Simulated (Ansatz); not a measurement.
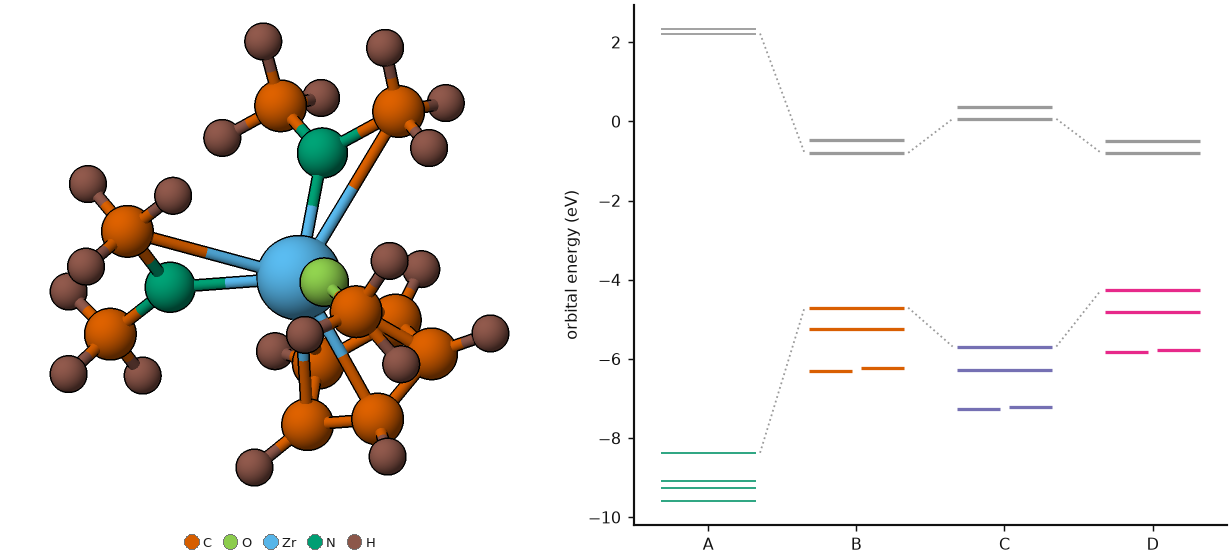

Frontier orbital energies of C₁₀H₂₀N₂OZr, singlet at one geometry, def2-TZVPP, the Ansatz code, at a PBE0-D4/def2-TZVP geometry (no frequency check). Empty levels are grey, levels within 0.1 eV stand side by side; all columns show the same few orbitals around the gap. Dotted lines join the HOMOs and the LUMOs.

The columns come from B97M-V, BLYP, HF and r2SCAN0. Which is which?

Answer. A: HF (HOMO −8.37, LUMO 2.22, separation 10.59 eV)
B: B97M-V (HOMO −4.71, LUMO −0.80, separation 3.91 eV)
C: r2SCAN0 (HOMO −5.69, LUMO 0.06, separation 5.75 eV)
D: BLYP (HOMO −4.27, LUMO −0.79, separation 3.48 eV)

Limits of at least one run: core potentials past krypton; empty levels above zero depend strongly on the basis; one conformer of a flexible molecule.
